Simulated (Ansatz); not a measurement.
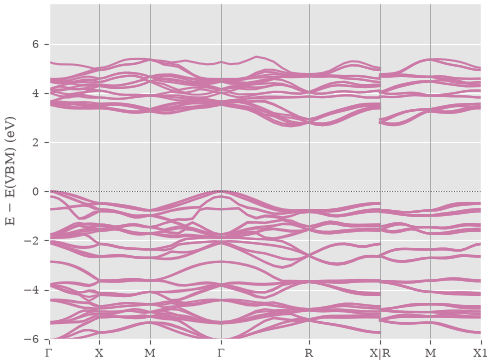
Figure: Band structure from the program Ansatz at the PBEsol with spin–orbit coupling level (PAW)

**Question.** Read off the gap and where the band edges lie.

**Answer.** About 2.6 eV (2.64 eV by a search for the band edges); maximum at Γ, minimum on the Γ–R line, 79 % of the way from Γ.

The material is HfSO in space group P2_13 (No. 198; Hf on 4a, S on 4a, O on 4a).

The first step of the workflow began from a Materials Project structure, measured or hypothetical; the Crystallography Open Database copy checked does not list it. Its standing as an ambient phase is unchecked. The PBEsol relaxation kept the symmetry of its start; its stability against distortions is not shown here. The run is not spin-polarised.

Potentials: the earlier of the program's two PAW sets. The files were generated under PBE; for other functionals the program regenerates the frozen cores, and for LDA and PBEsol the local potential too.
